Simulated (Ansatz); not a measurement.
**UHF/STO-3G run of CH2BN− (SMILES [BH2-]C#N)**

Aim: the vertical ionisation energy of CH2BN− at UHF/STO-3G, from 2 runs. 

Program for the calculation: Ansatz 0.2.0.

2 further runs of the same task are left out: 1 that didn't finish, 1 set aside as unsound or not needed.

**1. Starting point**

CH2BN−: 5 atoms, total charge -1, spin state doublet. As SMILES, `[BH2-]C#N`. The coordinates come from a GFN2-xTB relaxation.

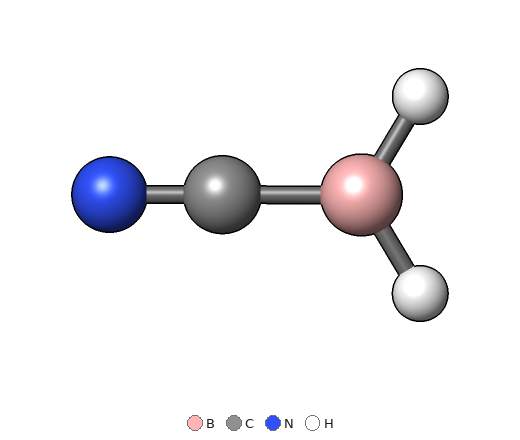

The structure, seen from a chosen angle (boron pink, carbon grey, nitrogen blue, hydrogen white).

**2. The energy at UHF/STO-3G**

File in.yaml:

```yaml
crystal:
  periodic: [false, false, false]
  atoms:
    - symbol: B
      position_ang: [-0.479260, 0.201310, -0.246440]
    - symbol: C
      position_ang: [0.740110, -0.310900, 0.381160]
    - symbol: "N"
      position_ang: [1.729380, -0.727540, 0.890010]
    - symbol: H
      position_ang: [-0.889380, -0.271730, -1.280950]
    - symbol: H
      position_ang: [-1.100840, 1.108860, 0.256220]
basis:
  gaussian:
    orbitals: STO-3G
total_charge: -1
magnetization:
  spin_polarized: true
  initial_magnetization: 1
hamiltonian:
  xc: hf
accuracy: high
```

Started as:

```bash
$ ansatz run in.yaml --threads 1 --pin off --max-ram 2610MiB --events-out events.jsonl --progress --plain --runs-dir runs
```

Output:

```text
Warning: RAYON_NUM_THREADS=1 ignored (pool sized by the plan → 1); use --threads N
Functional definition: HF
  name "HF"
  exchange = exact_x
  correlation = 0
295 factors; integrals over basis functions are off by at most 7.8e-9 eV
mean field evaluation 1: about -3168.1459 eV, gradient 1.9e1 eV
mean field evaluation 2: about -3168.1760 eV, gradient 1.9e1 eV
mean field evaluation 4: about -3170.4672 eV, gradient 2.6e0 eV
mean field evaluation 8: about -3170.7214 eV, gradient 5.4e-1 eV
mean field evaluation 16: about -3170.7539 eV, gradient 2.5e-8 eV
mean field -3170.75393562 eV, -116.5230579197 hartree, gradient 2.0e-8 eV, S^2 1.010277; 0 other end points of the search recorded, 0 dependent functions left out
reference -3170.75393562 eV, -116.5230579197 hartree; 11, 10 occupied and 6, 7 virtual orbitals, 295 factors
Total energy: -3170.75393562 eV, -116.5230579197 hartree
```

Wall time 0.12 s (1 thread of Arm Neoverse V1, shared host).

**3. Singlet neutral CH2BN, same level**

in.yaml, as its differences from that of step 2:

```diff
@@ -7,3 +7,3 @@
       position_ang: [0.740110, -0.310900, 0.381160]
-    - symbol: "N"
+    - symbol: N
       position_ang: [1.729380, -0.727540, 0.890010]
@@ -16,6 +16,2 @@
     orbitals: STO-3G
-total_charge: -1
-magnetization:
-  spin_polarized: true
-  initial_magnetization: 1
 hamiltonian:
```

Started as:

```bash
$ ansatz run in.yaml --threads 1 --pin off --max-ram 2610MiB --events-out events.jsonl --progress --plain --runs-dir runs
```

Output:

```text
Warning: RAYON_NUM_THREADS=1 ignored (pool sized by the plan → 1); use --threads N
Functional definition: HF
  name "HF"
  exchange = exact_x
  correlation = 0
295 factors; integrals over basis functions are off by at most 7.8e-9 eV
mean field evaluation 1: about -3170.7228 eV, gradient 3.2e1 eV
mean field evaluation 2: about -3170.7310 eV, gradient 3.2e1 eV
mean field evaluation 4: about -3173.7772 eV, gradient 2.4e0 eV
mean field evaluation 8: about -3173.8155 eV, gradient 2.7e-2 eV
mean field -3173.81361319 eV, -116.6354989965 hartree, gradient 1.2e-8 eV, S^2 0.000000; 0 other end points of the search recorded, 0 dependent functions left out
reference -3173.81361319 eV, -116.6354989965 hartree; 10, 10 occupied and 7, 7 virtual orbitals, 295 factors
Total energy: -3173.81361319 eV, -116.6354989965 hartree
```

Wall time 0.08 s (1 thread of Arm Neoverse V1, shared host).

**4. What came out**

Level: UHF/STO-3G.

```
                                           quantity          value
                       doublet CH2BN−: total energy  -116.52306 Eh
                               doublet CH2BN−: ⟨S²⟩          1.010
                singlet neutral CH2BN: total energy  -116.63550 Eh
vertical detachment energy (to the singlet neutral)      -3.060 eV
```

The species is unbound against losing an electron at this level, by 3.06 eV (−295 kJ/mol); missing correlation or diffuse functions can give that sign where the real anion is bound. Only the singlet of the ionised species was computed; a triplet could lie lower. In a minimal basis such a difference can be off by several eV, whatever the method. ⟨S²⟩ (doublet CH2BN−) is 1.01 where a pure doublet has 0.75: the reference is spin-contaminated.
